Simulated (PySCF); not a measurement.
# C₆H₇F: a tour of settings

Which settings matter for C₆H₇F (`FC1=CCC=CC1`)?

Programs: PySCF 2.14.0, with density-fitted response routines of our own. Each step states its level of theory. These are calculated values for one molecule in the gas phase, unless marked as measured. Atoms are numbered from 0 throughout.

## 1. Starting geometry

14 atoms, charge 0, multiplicity 1; geometry from: GFN2-xTB.

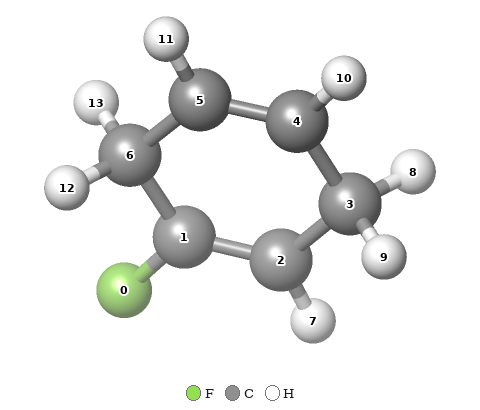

The starting geometry (fluorine green, carbon grey, hydrogen white), atoms numbered; sticks join atoms by distance.

## 2. NMR shieldings: PBE0/pcSseg-1

What the job is given:

```
{"job": {"kind": "nmr", "xc": "PBE0", "basis": "pcSseg-1"}, "charge": 0, "multiplicity": 1}
F     -1.422762     2.304226     0.228968
C     -0.675685     1.174541     0.111318
C      0.635825     1.258841    -0.001625
C      1.499819     0.045821    -0.135833
C      0.711297    -1.226153    -0.121571
C     -0.603535    -1.283346    -0.005610
C     -1.482598    -0.079206     0.129396
H      1.123639     2.221961    -0.000231
H      2.236137     0.029361     0.676856
H      2.075618     0.108970    -1.067276
H      1.291723    -2.133627    -0.214524
H     -1.115941    -2.235297    -0.002449
H     -2.219016    -0.054210    -0.683197
H     -2.055198    -0.132356     1.063611
```

Method: GIAO PBE0/pcSseg-1 NMR shielding, non-relativistic, gas phase.

The run is started by

```console
OMP_NUM_THREADS=1 python probes_run.py task.json out
```

This one command runs all jobs of the session in turn.

Log:

```text
coarse grid: 11944 points
cycle   1  E = -332.1421908031  dE =  1.063e+00  |g| = 5.100e-01  |ddm| = 3.510e+00
cycle   2  E = -332.1180667860  dE =  2.412e-02  |g| = 6.435e-01  |ddm| = 8.676e-01
cycle   3  E = -332.1945449453  dE = -7.648e-02  |g| = 8.696e-02  |ddm| = 4.867e-01
cycle   4  E = -332.1960565978  dE = -1.512e-03  |g| = 4.195e-02  |ddm| = 1.111e-01
cycle   5  E = -332.1964811316  dE = -4.245e-04  |g| = 1.056e-02  |ddm| = 4.107e-02
cycle   6  E = -332.1965019513  dE = -2.082e-05  |g| = 4.288e-03  |ddm| = 1.145e-02
cycle   7  E = -332.1965062048  dE = -4.254e-06  |g| = 4.306e-04  |ddm| = 3.793e-03
final grid: 116456 points
cycle   8  E = -332.2465682522  dE = -3.576e-05  |g| = 7.410e-03  |ddm| = 3.123e-02
cycle   9  E = -332.2465608962  dE =  7.356e-06  |g| = 9.824e-03  |ddm| = 1.449e-02
cycle  10  E = -332.2465817679  dE = -2.087e-05  |g| = 1.164e-03  |ddm| = 8.136e-03
cycle  11  E = -332.2465819797  dE = -2.118e-07  |g| = 2.441e-04  |ddm| = 1.064e-03
cycle  12  E = -332.2465819887  dE = -9.056e-09  |g| = 7.180e-05  |ddm| = 2.308e-04
cycle  13  E = -332.2465819896  dE = -9.087e-10  |g| = 4.041e-05  |ddm| = 8.733e-05
cycle  14  E = -332.2465819900  dE = -4.090e-10  |g| = 4.745e-06  |ddm| = 3.493e-05
converged SCF energy = -332.2465819900

GIAO shielding tensors (ppm)
atom      isotropic    diamagn.    paramagn.     s11        s22        s33       span
  0 F      275.565     476.625    -201.061    183.016    300.777    342.900    159.884
  1 C       19.160     252.455    -233.296    -79.340     67.773     69.045    148.386
  2 C       80.702     257.327    -176.625    -14.465     98.659    157.913    172.378
  3 C      155.551     247.967     -92.416    140.143    160.109    166.402     26.260
  4 C       55.167     254.745    -199.578    -59.072     60.011    164.563    223.635
  5 C       57.005     255.532    -198.528    -54.446     69.471    155.989    210.436
  6 C      155.951     249.078     -93.127    142.476    159.061    166.315     23.839
  7 H       26.280      30.217      -3.938     23.685     26.201     28.953      5.268
  8 H       28.638      28.921      -0.283     24.548     26.804     34.562     10.015
  9 H       28.633      28.912      -0.278     24.541     26.793     34.566     10.025
 10 H       25.776      30.532      -4.756     23.899     25.742     27.687      3.789
 11 H       25.813      30.480      -4.667     23.621     25.912     27.907      4.286
 12 H       28.700      28.476       0.225     24.998     27.069     34.035      9.038
 13 H       28.692      28.483       0.210     24.995     27.049     34.034      9.039
```

It took 22 s on 1 thread of Intel Xeon at 2.70GHz, shared host; peak memory 0.84 GiB.

The references, computed at this level on geometries of the same kind, shield at (ppm): ¹H TMS 31.72, ¹³C TMS 186.9, ¹⁹F CFCl3 170.9. Their shielding less the atom's gives the shift. The references are single molecules in the gas phase, so shifts against H2O, NH3, PH3, H3PO4 or CFCl3 are not on the usual liquid scales and can be off by tens of ppm. Atoms listed in one row are averaged.

| atoms | environment | σ (ppm) | δ (ppm) | δ scaled to CDCl3 |
| --- | --- | --- | --- | --- |
| C1 | fully substituted alkene carbon | 19.2 | 167.8 | 161.8 |
| C4 | alkene CH | 55.2 | 131.8 | 126.7 |
| C5 | alkene CH | 57.0 | 129.9 | 124.9 |
| C2 | alkene CH | 80.7 | 106.2 | 101.8 |
| C3 | allylic sp3 CH2 | 155.6 | 31.4 | 28.7 |
| C6 | allylic sp3 CH2 | 156.0 | 31.0 | 28.3 |
| H10 | hydrogen on an alkene CH | 25.78 | 5.94 | 5.71 |
| H11 | hydrogen on an alkene CH | 25.81 | 5.90 | 5.67 |
| H7 | hydrogen on an alkene CH | 26.28 | 5.44 | 5.23 |
| H8, H9 | hydrogen on an allylic sp3 CH2 | 28.64 | 3.08 | 3.01 |
| H12, H13 | hydrogen on an allylic sp3 CH2 | 28.70 | 3.02 | 2.95 |
| F0 | vinylic fluorine | 275.6 | -104.6 | – |

The scaled column applies a straight-line fit of computed shieldings to shifts measured in CDCl3, and one for carbons that bear F (root-mean-square error 0.16 ppm for H, 1.9 ppm for C).

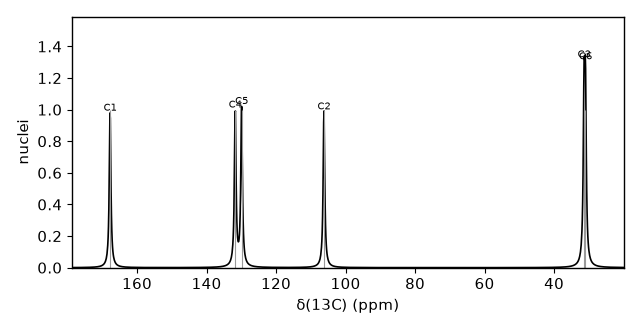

¹³C lines at the computed shifts, without couplings. Lines are broadened to a width of 0.55 ppm (Lorentzian).

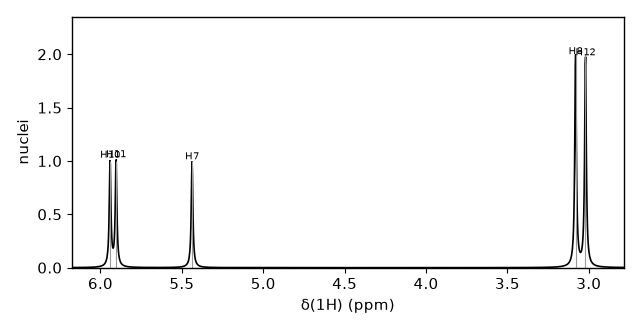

¹H lines at the computed shifts, without couplings. Lines are broadened to a width of 0.01 ppm (Lorentzian).

Charges from the same density, by scheme (e):

| atoms | Mulliken | IAO | Hirshfeld | ESP fit |
| --- | --- | --- | --- | --- |
| F0 | -0.30 | -0.29 | -0.10 | -0.23 |
| C1 | 0.21 | 0.29 | 0.08 | 0.27 |
| C2 | -0.24 | -0.22 | -0.08 | -0.36 |
| C3 | -0.10 | -0.27 | -0.07 | 0.09 |
| C4 | -0.17 | -0.15 | -0.05 | -0.23 |
| C5 | -0.18 | -0.16 | -0.05 | -0.19 |
| C6 | -0.14 | -0.29 | -0.08 | -0.04 |

IAO charges:

F0 -0.29; C1 0.29; C2 -0.22; C3 -0.27; C4 -0.15; C5 -0.16; C6 -0.29; H7 0.16; H8 0.15; H9 0.15; H10 0.15; H11 0.15; H12 0.16; H13 0.16

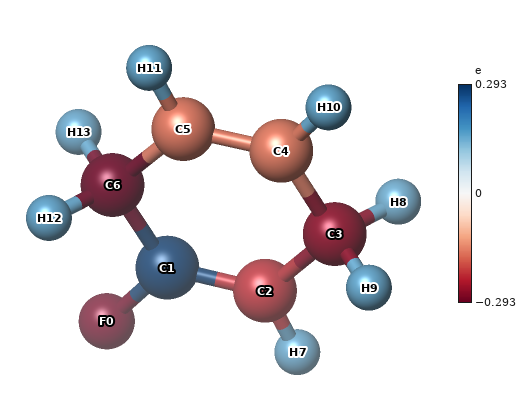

IAO charges, as colours on the atoms.

Mayer bond orders: F0–C1 0.88, C1–C2 1.89, C2–C3 1.03, C3–C4 1.06, C4–C5 1.94, C5–C6 1.03, C6–C1 1.06.

Ring of atoms C1, C2, C3, C4, C5, C6: NICS(0) 0.0, NICS(1) -1.3, NICS(1)zz 1.9 ppm (means of both faces).

## 3. TDDFT and polarisability: PBE0/def2-SVPD

Same as in step 2 but for these lines:

```diff
@@ -1,2 +1,2 @@
-{"job": {"kind": "nmr", "xc": "PBE0", "basis": "pcSseg-1"}, "charge": 0, "multiplicity": 1}
+{"job": {"kind": "uv", "xc": "PBE0", "basis": "def2-SVPD", "nstates": 6, "ntriplets": 2}, "charge": 0, "multiplicity": 1}
 F     -1.422762     2.304226     0.228968
```

Level: TDDFT PBE0/def2-SVPD, vertical, gas phase, core orbitals frozen in the response.

Log:

```text
coarse grid: 11944 points
cycle   1  E = -331.9596458630  dE =  1.001e+00  |g| = 4.777e-01  |ddm| = 7.534e+00
cycle   2  E = -331.9358780171  dE =  2.377e-02  |g| = 6.032e-01  |ddm| = 2.063e+00
cycle   3  E = -332.0087758537  dE = -7.290e-02  |g| = 8.227e-02  |ddm| = 1.041e+00
cycle   4  E = -332.0101099648  dE = -1.334e-03  |g| = 4.167e-02  |ddm| = 2.310e-01
cycle   5  E = -332.0105472793  dE = -4.373e-04  |g| = 9.598e-03  |ddm| = 9.683e-02
cycle   6  E = -332.0105638305  dE = -1.655e-05  |g| = 4.419e-03  |ddm| = 2.517e-02
cycle   7  E = -332.0105685008  dE = -4.670e-06  |g| = 3.618e-04  |ddm| = 1.143e-02
final grid: 116456 points
cycle   8  E = -332.0604322594  dE = -3.439e-05  |g| = 7.448e-03  |ddm| = 1.841e-01
cycle   9  E = -332.0604230508  dE =  9.209e-06  |g| = 1.017e-02  |ddm| = 4.309e-02
cycle  10  E = -332.0604458471  dE = -2.280e-05  |g| = 1.106e-03  |ddm| = 2.391e-02
cycle  11  E = -332.0604460644  dE = -2.173e-07  |g| = 2.426e-04  |ddm| = 1.883e-03
cycle  12  E = -332.0604460750  dE = -1.068e-08  |g| = 7.409e-05  |ddm| = 7.463e-04
cycle  13  E = -332.0604460760  dE = -9.912e-10  |g| = 4.231e-05  |ddm| = 1.950e-04
cycle  14  E = -332.0604460765  dE = -4.578e-10  |g| = 4.759e-06  |ddm| = 1.037e-04
converged SCF energy = -332.0604460765

Static polarisability (au): isotropic 67.098, principal 48.001 67.193 86.101

Singlet excitations
state   eV       nm        f      main configurations
  1   5.9452    208.5   0.00079   H->L 0.97
  2   6.5098    190.5   0.00087   H->L+1 0.97
  3   6.6459    186.6   0.01905   H->L+2 0.51, H-1->L 0.46
  4   7.1099    174.4   0.00156   H-1->L+1 0.68, H->L+4 0.23
  5   7.1287    173.9   0.00107   H->L+3 0.86
  6   7.4178    167.1   0.00720   H->L+4 0.61, H-1->L+1 0.24

Triplet excitations (Tamm-Dancoff, eV): 4.3580 4.4553
```

Run time: 38 s. Hardware: 1 thread of Intel Xeon at 2.70GHz, shared host; peak memory 0.79 GiB.

Frontier orbitals and where they lie:

| orbital | eV | atoms |
| --- | --- | --- |
| HOMO−3 | -10.21 | F0 15 %, C2 15 %, C4 14 % |
| HOMO−2 | -9.42 | C4 14 %, C5 14 %, C6 13 % |
| HOMO−1 | -7.62 | C4 28 %, C5 27 %, C2 13 % |
| HOMO | -6.88 | C2 23 %, C1 20 %, C3 9 % |
| LUMO | 0.23 | C5 25 %, C4 23 %, C1 12 % |
| LUMO+1 | 0.81 | C4 14 %, C5 13 %, C3 11 % |
| LUMO+2 | 0.86 | C1 20 %, C2 18 %, C4 10 % |

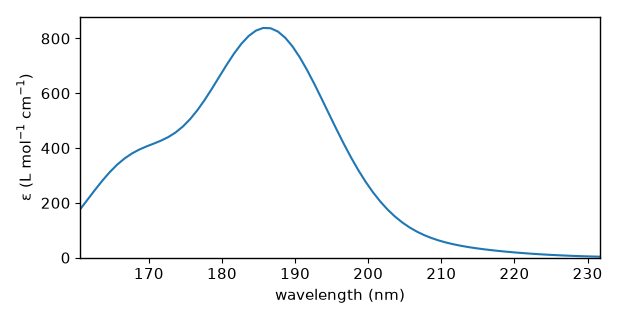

Absorption spectrum: each of the 6 states is a Gaussian band of 0.4 eV half-width at 1/e. Beyond the last state computed it falls off for lack of states.

Further results of this job:

| property | computed |
| --- | --- |
| dipole moment (D) | 1.78 |
| polarisability (Å³) | 9.94 |
| HOMO–LUMO gap (eV) | 7.11 |
| −ε(HOMO) (eV) | 6.88 |

## 4. Shielding tensors: BP86/aug-pcSseg-1

Same as in step 3 but for these lines:

```diff
@@ -1,2 +1,2 @@
-{"job": {"kind": "uv", "xc": "PBE0", "basis": "def2-SVPD", "nstates": 6, "ntriplets": 2}, "charge": 0, "multiplicity": 1}
+{"job": {"kind": "nmr", "xc": "BP86", "basis": "aug-pcSseg-1", "pop": true, "scf": {"damp": 0.1, "aux": "def2-qzvpp-jkfit"}}, "charge": 0, "multiplicity": 1}
 F     -1.422762     2.304226     0.228968
```

Method: GIAO BP86/aug-pcSseg-1 NMR shielding, non-relativistic, gas phase.

Log:

```text
damping 0.10 in the first 6 cycles
final grid: 116456 points
cycle   1  E = -332.5417653825  dE =  8.423e-01  |g| = 6.345e-01  |ddm| = 1.350e+01
cycle   2  E = -332.4698432236  dE =  7.192e-02  |g| = 8.516e-01  |ddm| = 4.286e+00
cycle   3  E = -332.2280646830  dE =  2.418e-01  |g| = 1.318e+00  |ddm| = 6.208e+00
cycle   4  E = -331.4504665655  dE =  7.776e-01  |g| = 2.153e+00  |ddm| = 1.184e+01
cycle   5  E = -329.7631504016  dE =  1.687e+00  |g| = 3.360e+00  |ddm| = 1.619e+01
cycle   6  E = -302.7535326151  dE =  2.701e+01  |g| = 8.335e+00  |ddm| = 1.856e+02
cycle   7  E = -195.4858668068  dE =  1.073e+02  |g| = 1.768e+01  |ddm| = 3.275e+02
cycle   8  E = -298.3225739379  dE = -1.028e+02  |g| = 8.497e+00  |ddm| = 4.137e+02
cycle   9  E = -310.9229534007  dE = -1.260e+01  |g| = 6.820e+00  |ddm| = 7.324e+01
cycle  10  E = -311.7440487594  dE = -8.211e-01  |g| = 7.421e+00  |ddm| = 7.795e+01
cycle  11  E = -331.9103727733  dE = -2.017e+01  |g| = 1.980e+00  |ddm| = 6.392e+01
cycle  12  E = -331.1684510556  dE =  7.419e-01  |g| = 2.552e+00  |ddm| = 1.139e+01
cycle  13  E = -332.5922361661  dE = -1.424e+00  |g| = 3.993e-01  |ddm| = 7.827e+00
cycle  14  E = -332.6141518316  dE = -2.192e-02  |g| = 2.961e-01  |ddm| = 2.587e+00
cycle  15  E = -332.6325741793  dE = -1.842e-02  |g| = 1.222e-01  |ddm| = 1.504e+00
cycle  16  E = -332.6351501590  dE = -2.576e-03  |g| = 5.588e-02  |ddm| = 5.214e-01
cycle  17  E = -332.6358818826  dE = -7.317e-04  |g| = 2.326e-02  |ddm| = 1.426e-01
cycle  18  E = -332.6360123606  dE = -1.305e-04  |g| = 2.526e-03  |ddm| = 7.214e-02
cycle  19  E = -332.6360137737  dE = -1.413e-06  |g| = 1.291e-03  |ddm| = 1.719e-02
cycle  20  E = -332.6360141413  dE = -3.675e-07  |g| = 4.933e-04  |ddm| = 6.975e-03
cycle  21  E = -332.6360141998  dE = -5.849e-08  |g| = 6.220e-05  |ddm| = 2.314e-03
cycle  22  E = -332.6360142005  dE = -7.710e-10  |g| = 3.631e-05  |ddm| = 5.786e-04
cycle  23  E = -332.6360142007  dE = -1.827e-10  |g| = 2.456e-05  |ddm| = 1.676e-04
converged SCF energy = -332.6360142007

GIAO shielding tensors (ppm)
atom      isotropic    diamagn.    paramagn.     s11        s22        s33       span
  0 F      257.675     461.112    -203.437    165.842    280.680    326.503    160.661
  1 C       12.418     236.495    -224.077    -78.151     57.017     58.389    136.540
  2 C       76.806     296.058    -219.252    -12.629     90.697    152.351    164.980
  3 C      147.923     263.367    -115.443    131.564    151.242    160.963     29.400
  4 C       50.886     286.801    -235.914    -57.744     52.193    158.211    215.955
  5 C       51.980     278.784    -226.804    -53.252     61.014    148.177    201.429
  6 C      149.135     277.543    -128.408    134.828    151.590    160.987     26.159
  7 H       26.260      22.651       3.609     24.359     26.002     28.419      4.060
  8 H       28.387      29.028      -0.642     24.410     26.948     33.801      9.391
  9 H       28.383      28.936      -0.553     24.405     26.936     33.806      9.401
 10 H       25.696      24.675       1.021     24.171     25.310     27.606      3.435
 11 H       25.663      25.379       0.283     23.718     25.527     27.744      4.026
 12 H       28.447      31.937      -3.491     24.970     27.118     33.252      8.282
 13 H       28.439      31.874      -3.436     24.968     27.097     33.252      8.285
```

Run time: 1.8 min. Hardware: 1 thread of Intel Xeon at 2.70GHz, shared host; peak memory 0.76 GiB.

Key values: δ C1 170.3, C4 131.8, C5 130.7, C2 105.9, H11 5.99, H10 5.96 ppm.

(Part 1 of 2 ends here.)
